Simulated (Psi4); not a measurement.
# [NH4]+ (ammonium), step by step

Aim: a structure relaxation (singlet [NH4]+, wB97X-D/6-31G**), then the energy (doublet [NH4]2+, U-wB97X-D/6-31G**), then a geometry optimisation (doublet [NH4]2+, U-wB97X-D/6-31G**), then a single-point energy (singlet [NH4]+, wB97X-D/6-31G**) of H4N. 

The calculation is run with Psi4 1.11.

### Step 1. The molecule

[NH4]+ has 5 atoms, charge +1, and is taken as a singlet. As SMILES, `[NH4+]`. Geometry: relaxed at GFN2-xTB. The run starts from this shape.

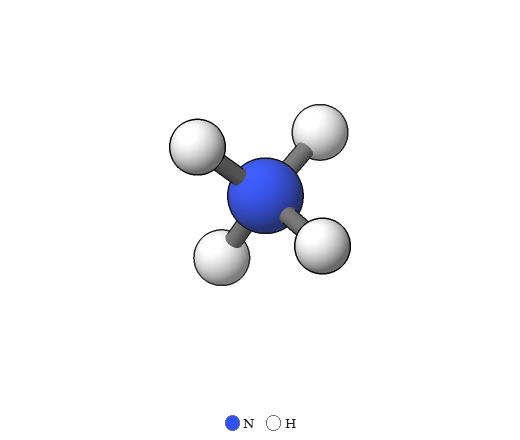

Viewed from a chosen angle; nitrogen blue, hydrogen white.

### Step 2. A structure relaxation at wB97X-D/6-31G(d,p) (density fitting, Cartesian functions) (run 1)

File job.py:

```python
import psi4

psi4.set_memory('1600 MB')
psi4.set_num_threads(1)
psi4.set_output_file('run.log', False)

m = psi4.geometry("""
1 1
N      0.000080     0.000050    -0.000010
H      0.455870    -0.450720     0.805650
H     -0.977900     0.217540     0.236550
H      0.024080    -0.637350    -0.808220
H      0.497880     0.870480    -0.233970
units angstrom
""")

options = {'basis': '6-31G**', 'reference': 'rks'}
psi4.set_options(options)

e, wfn = psi4.optimize("wb97x-d", molecule=m, return_wfn=True)
print(f'wb97x-d energy: {e:.10f} Eh')
print(m.to_string(dtype='xyz', units='Angstrom'))
for k, v in sorted(psi4.core.scalar_variables().items()):
    print(f'{k:45s} {v:18.10f}')
```

Run with:

```console
$ python job.py
```

run.log:

```text
WARNING  [psi4.optking:38] Some dependencies such as QCElemental have not yet finished migration to pydantic v2. If issues are encountered please downgrade pydantic or upgrade QCElemental as app [...]
    			-----------------------------------------
[...]
  Running in c1 symmetry.
[...]
  Nuclear repulsion =   16.280031679007529
[...]
  Multiplicity = 1
[...]
  Nalpha       = 5
  Nbeta        = 5
[...]
    Number of basis functions: 35
[...]
    Final optimized geometry and variables:
    Molecular point group: c1
    Full point group: C1
    Geometry (in Angstrom), charge = 1, multiplicity = 1:
    N            0.000018921801     0.000009970467    -0.000003198403
    H            0.453731915623    -0.448464759354     0.801915370000
    H           -0.973515085292     0.216399597486     0.235477021322
    H            0.023904506646    -0.634214251776    -0.804481686595
    H            0.495615756889     0.866140880484    -0.232866265002
```

Standard output:

```text
Optimizer: Optimization complete!
wb97x-d energy: -56.8896233872 Eh
5
1 1 H4N
N                     0.000018921801     0.000009970467    -0.000003198403
H                     0.453731915623    -0.448464759354     0.801915370000
H                    -0.973515085292     0.216399597486     0.235477021322
H                     0.023904506646    -0.634214251776    -0.804481686595
H                     0.495615756889     0.866140880484    -0.232866265002

CURRENT ENERGY                                    -56.8896233872
CURRENT REFERENCE ENERGY                          -56.8896233872
DD SOLVATION ENERGY                                 0.0000000000
DFT FUNCTIONAL TOTAL ENERGY                       -56.8893429851
DFT TOTAL ENERGY                                  -56.8896233872
DFT VV10 ENERGY                                     0.0000000000
DFT XC ENERGY                                      -5.5405246408
DISPERSION CORRECTION ENERGY                       -0.0002804021
GRID ELECTRONS ALPHA                                5.0000004648
GRID ELECTRONS BETA                                 5.0000004648
GRID ELECTRONS TOTAL                               10.0000009295
NUCLEAR REPULSION ENERGY                           16.3570978742
ONE-ELECTRON ENERGY                              -104.9355650300
OPTIMIZATION ITERATIONS                             2.0000000000
PCM POLARIZATION ENERGY                             0.0000000000
PE ENERGY                                           0.0000000000
SCF ITERATION ENERGY                              -56.8896233872
SCF ITERATIONS                                      6.0000000000
SCF TOTAL ENERGY                                  -56.8896233872
TWO-ELECTRON ENERGY                                37.2296488115
WB97X-D DISPERSION CORRECTION ENERGY               -0.0002804021
XC GRID RADIAL POINTS                              75.0000000000
XC GRID SPHERICAL POINTS                          302.0000000000
XC GRID TOTAL POINTS                           109306.0000000000
```

Run time: 8.1 s. Hardware: 1 thread of Intel Xeon Platinum 8259CL at 2.50GHz (Skylake/Cascade Lake), shared host; peak memory 0.35 GiB.

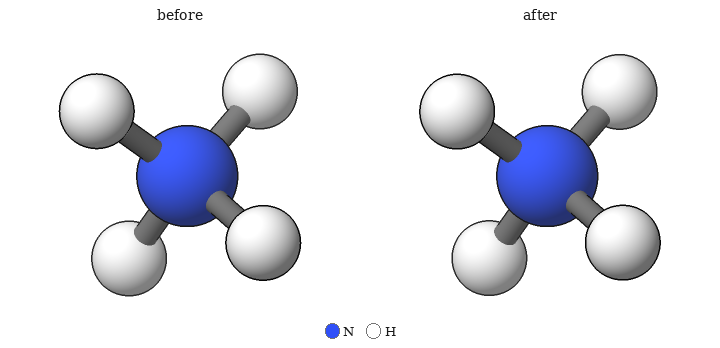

Before and after, at one scale.

After the run. Bond lengths: N1–H2 1.025 Å, N1–H3 1.025 Å, N1–H4 1.025 Å, N1–H5 1.025 Å. Angles: H2–N1–H3 109.5°, H2–N1–H4 109.5°, H2–N1–H5 109.5°, H3–N1–H4 109.5°, H3–N1–H5 109.5°, H4–N1–H5 109.5°.

### Step 3. Doublet [NH4]2+: a single-point energy at U-wB97X-D/6-31G(d,p) (density fitting, Cartesian functions) (run 2)

File calc.in:

```
memory 1.6 GB

molecule geom {
  2 2
  N
  H 1 1.024723
  H 1 1.024717 2 109.46531
  H 1 1.024694 3 109.46691 2 119.98283
  H 1 1.024707 4 109.47969 2 120.02118
  units angstrom
}

set {
  basis     6-31G**
  reference uks
}

result, w = energy('wb97x-d', return_wfn=True)
```

Run with:

```console
$ psi4 -n 1 calc.in calc.out
```

calc.out:

```text
[...]
  Running in c1 symmetry.
[...]
  Nuclear repulsion =   16.357095231287676
[...]
  Multiplicity = 2
[...]
  Nalpha       = 5
  Nbeta        = 4
[...]
    Number of basis functions: 35
[...]
   @DF-UKS iter   1:   -55.87450785939235    1.02410e+00   6.71543e-03 DIIS/ADIIS
[...]
   @DF-UKS iter  18:   -55.91335437667463   -1.07138e-08   9.66733e-08 DIIS
[...]
   @S^2 Observed:                7.513692884E-01
[...]
    Orbital Energies [Eh]
    ---------------------
    Alpha Occupied:
       1A    -15.317331     2A     -1.822298     3A     -1.400754
       4A     -1.357330     5A     -1.357281
    Alpha Virtual:
       6A     -0.430832     7A     -0.386659     8A     -0.378057
       9A     -0.378021    10A      0.049001    11A      0.050380
      12A      0.050430    13A      0.265968    14A      0.278211
      15A      0.278215    16A      0.296264    17A      0.602198
      18A      0.636095    19A      0.723210    20A      1.407621
      21A      1.407702    22A      1.410845    23A      1.512099
      24A      1.512205    25A      1.535963    26A      2.060973
[...]
  @DF-UKS Final Energy:   -55.91335437667463
   => Energetics <=
    Nuclear Repulsion Energy =             16.3570952312876763
    One-Electron Energy =                 -99.9618190840887166
    Two-Electron Energy =                  33.0060393922187387
    DFT Exchange-Correlation Energy =      -5.3143895137334791
    Empirical Dispersion Energy =          -0.0002804023588383
    VV10 Nonlocal Energy =                  0.0000000000000000
    Total Energy =                        -55.9133543766746257
[...]
 Multipole Moments:
 ------------------------------------------------------------------------------------
     Multipole            Electronic (a.u.)      Nuclear  (a.u.)        Total (a.u.)
 ------------------------------------------------------------------------------------
 L = 1.  Multiply by 2.5417464519 to convert [e a0] to [Debye]
 Dipole X            :          0.0000282           -0.0001718           -0.0001436
 Dipole Y            :          0.0003974            0.0002220            0.0006194
 Dipole Z            :          0.0004003           -0.0000207            0.0003796
 Magnitude           :                                                    0.0007405
[...]
```

Run time: 8.4 s. Hardware: 1 thread of Intel Xeon Platinum 8259CL at 2.50GHz (Skylake/Cascade Lake), shared host; peak memory 0.32 GiB.

### Step 4. Doublet [NH4]2+: a structure relaxation at U-wB97X-D/6-31G(d,p) (density fitting, Cartesian functions) (run 3)

File calc.inp:

```
memory 1600 MB

molecule geom {
  2 2
  N      0.000077     0.000046    -0.000010
  H      0.453790    -0.448429     0.801908
  H     -0.973457     0.216436     0.235470
  H      0.023963    -0.634178    -0.804489
  H      0.495674     0.866177    -0.232873
  symmetry c1
}

set {
  basis     6-31G**
  reference uks
}

optimize('wb97x-d')
```

Run with:

```console
$ psi4 -i calc.inp -o calc.out -n 1
```

calc.out:

```text
[...]
  Running in c1 symmetry.
[...]
  Nuclear repulsion =   16.357097425828627
[...]
  Multiplicity = 2
[...]
  Nalpha       = 5
  Nbeta        = 4
[...]
    Number of basis functions: 35
[...]
   @DF-UKS iter   1:   -55.87449859227425    1.02411e+00   6.71575e-03 DIIS/ADIIS
[...]
   @DF-UKS iter   6:   -55.99797370859590   -1.26477e-12   2.66257e-09 DIIS
[...]
   @S^2 Observed:                7.519406819E-01
[...]
  @DF-UKS Final Energy:   -55.99797370859590
   => Energetics <=
    Nuclear Repulsion Energy =             15.0606488620121919
    One-Electron Energy =                 -98.0950337659522233
    Two-Electron Energy =                  32.2683248175798028
    DFT Exchange-Correlation Energy =      -5.2314427888103925
    Empirical Dispersion Energy =          -0.0004708334252785
    VV10 Nonlocal Energy =                  0.0000000000000000
    Total Energy =                        -55.9979737085959002
[...]
 Multipole Moments:
 ------------------------------------------------------------------------------------
     Multipole            Electronic (a.u.)      Nuclear  (a.u.)        Total (a.u.)
 ------------------------------------------------------------------------------------
 L = 1.  Multiply by 2.5417464519 to convert [e a0] to [Debye]
 Dipole X            :         -0.0000159           -0.0000716           -0.0000875
 Dipole Y            :         -0.0000103           -0.0000466           -0.0000569
 Dipole Z            :          0.0000357            0.0001428            0.0001785
 Magnitude           :                                                    0.0002068
[...]
  -Total Gradient:
     Atom            X                  Y                   Z
    ------   -----------------  -----------------  -----------------
       1        0.000003452385     0.000002128839    -0.000006334271
       2        0.000016770903     0.000018344556    -0.000024795011
       3        0.000010855468    -0.000034698505    -0.000009969314
       4       -0.000025604262     0.000024676897     0.000004891383
       5       -0.000005450115    -0.000010468266     0.000036174862
[...]
    Final optimized geometry and variables:
    Molecular point group: c1
    Full point group: C1
    Geometry (in Angstrom), charge = 2, multiplicity = 2:
    N            0.000005495445     0.000003576249    -0.000010962020
    H            0.230339937898    -0.726575891436     0.815191813194
    H           -0.894396172637     0.430222222786     0.510362824987
    H            0.380030673266    -0.656566034223    -0.818535053878
    H            0.283949205835     0.952870013221    -0.506867274154
    Psi4 run time: 0:00:43.26
[...]
```

Standard output:

```text
Optimizer: Optimization complete!
```

Wall time 45 s (1 thread of Intel Xeon Platinum 8259CL at 2.50GHz (Skylake/Cascade Lake), shared host); peak memory 0.35 GiB.

Steps, from the record of the run:

```tsv
step	energy from the first frame kept (eV)	largest force (eV/Å)
0	0.0000	4.9482
1	-1.5299	1.8556
2	-2.0162	0.9182
3	-2.2005	0.5087
4	-2.2703	0.2726
5	-2.2951	0.1274
6	-2.3010	0.0606
7	-2.3024	0.0225
8	-2.3027	0.0068
9	-2.3026	0.0020
```

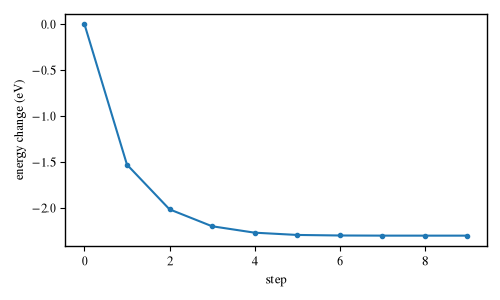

Energy along the run.

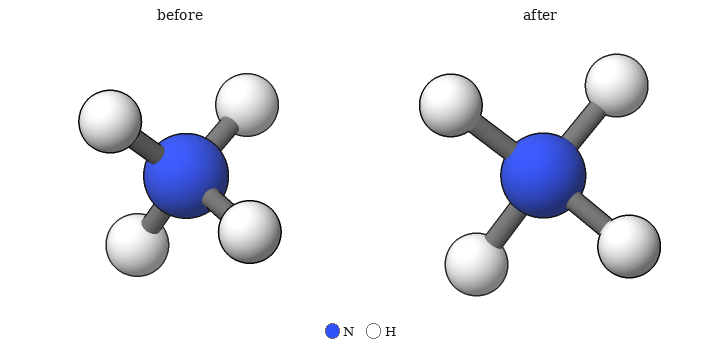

Before and after, at one scale.

After the run. Bond lengths: N1–H2 1.116 Å, N1–H3 1.116 Å, N1–H4 1.116 Å, N1–H5 1.116 Å. Angles: H2–N1–H3 94.7°, H2–N1–H4 94.7°, H2–N1–H5 146.6°, H3–N1–H4 146.6°, H3–N1–H5 94.7°, H4–N1–H5 94.7°.

### Step 5. A single-point energy at wB97X-D/6-31G(d,p) (density fitting, Cartesian functions) (run 4)

File calc.in:

```
memory 1600 MB

molecule geom {
  1 1
  N      0.000064     0.000040    -0.000018
  H      0.230398    -0.726540     0.815185
  H     -0.894338     0.430258     0.510356
  H      0.380089    -0.656530    -0.818542
  H      0.284007     0.952906    -0.506874
  symmetry c1
}

set basis 6-31G**

energy_value, wavefunction = energy("wb97x-d", return_wfn=True)
```

Run with:

```console
$ psi4 -i calc.in -o calc.out -n 1
```

calc.out:

```text
[...]
  Running in c1 symmetry.
[...]
  Nuclear repulsion =   15.060649082274779
[...]
  Multiplicity = 1
[...]
  Nalpha       = 5
  Nbeta        = 5
[...]
    Number of basis functions: 35
[...]
   @DF-RKS iter   1:   -56.74057024734477   -1.98620e-02   9.56896e-03 ADIIS/DIIS
[...]
   @DF-RKS iter   7:   -56.79397372421965   -1.13287e-09   8.76083e-08 DIIS
[...]
    Orbital Energies [Eh]
    ---------------------
    Doubly Occupied:
       1A    -14.827240     2A     -1.294845     3A     -0.912757
       4A     -0.912757     5A     -0.745438
[...]
  @DF-RKS Final Energy:   -56.79397372421965
   => Energetics <=
    Nuclear Repulsion Energy =             15.0606490822747787
    One-Electron Energy =                -102.6602929490429830
    Two-Electron Energy =                  36.2367786708300557
    DFT Exchange-Correlation Energy =      -5.4306376948807324
    Empirical Dispersion Energy =          -0.0004708334007666
    VV10 Nonlocal Energy =                  0.0000000000000000
    Total Energy =                        -56.7939737242196472
[...]
 Multipole Moments:
 ------------------------------------------------------------------------------------
     Multipole            Electronic (a.u.)      Nuclear  (a.u.)        Total (a.u.)
 ------------------------------------------------------------------------------------
 L = 1.  Multiply by 2.5417464519 to convert [e a0] to [Debye]
 Dipole X            :          0.0000164           -0.0000728           -0.0000564
 Dipole Y            :          0.0000109           -0.0000481           -0.0000372
 Dipole Z            :         -0.0000322            0.0001434            0.0001113
 Magnitude           :                                                    0.0001302
[...]
```

Wall time 4.5 s (1 thread of Intel Xeon Platinum 8259CL at 2.50GHz (Skylake/Cascade Lake), shared host); peak memory 0.32 GiB.

### Step 6. Results

| quantity | value |
| --- | --- |
| run 1, wB97X-D/6-31G**: total energy at the end | -56.88962 Eh |
| run 1, wB97X-D/6-31G**: HOMO energy | -24.79 eV |
| run 1, wB97X-D/6-31G**: LUMO energy | -3.12 eV |
| run 1, wB97X-D/6-31G**: HOMO–LUMO gap | 21.67 eV |
| run 1, wB97X-D/6-31G**: dispersion energy | -0.74 kJ/mol |
| doublet [NH4]2+, run 2: total energy | -55.91335 Eh |
| doublet [NH4]2+, run 2: HOMO energy (highest over α and β) | -36.15 eV |
| doublet [NH4]2+, run 2: LUMO energy (lowest over α and β) | -28.26 eV |
| doublet [NH4]2+, run 2: dispersion energy | -0.74 kJ/mol |
| doublet [NH4]2+, run 2: ⟨S²⟩ | 0.751 |
| doublet [NH4]2+, run 3: total energy at the end | -55.99797 Eh |
| doublet [NH4]2+, run 3: HOMO energy (highest over α and β) | -32.99 eV |
| doublet [NH4]2+, run 3: LUMO energy (lowest over α and β) | -22.94 eV |
| doublet [NH4]2+, run 3: dispersion energy | -1.24 kJ/mol |
| doublet [NH4]2+, run 3: ⟨S²⟩ | 0.752 |
| run 4, wB97X-D/6-31G**: total energy | -56.79397 Eh |
| run 4, wB97X-D/6-31G**: HOMO energy | -20.28 eV |
| run 4, wB97X-D/6-31G**: LUMO energy | -4.91 eV |
| run 4, wB97X-D/6-31G**: HOMO–LUMO gap | 15.38 eV |
| run 4, wB97X-D/6-31G**: dispersion energy | -1.24 kJ/mol |
| adiabatic ionisation energy (to the doublet dication, no zero-point term) | 24.263 eV |

What this shows: The adiabatic ionisation energy (to the doublet dication, no zero-point term) is 24.26 eV (2341 kJ/mol). The optimisation (run 1, wB97X-D/6-31G**) took 2 steps and changed the energy by -0.002 eV. The optimisation (doublet [NH4]2+, run 3) took 10 steps and changed the energy by -2.303 eV.
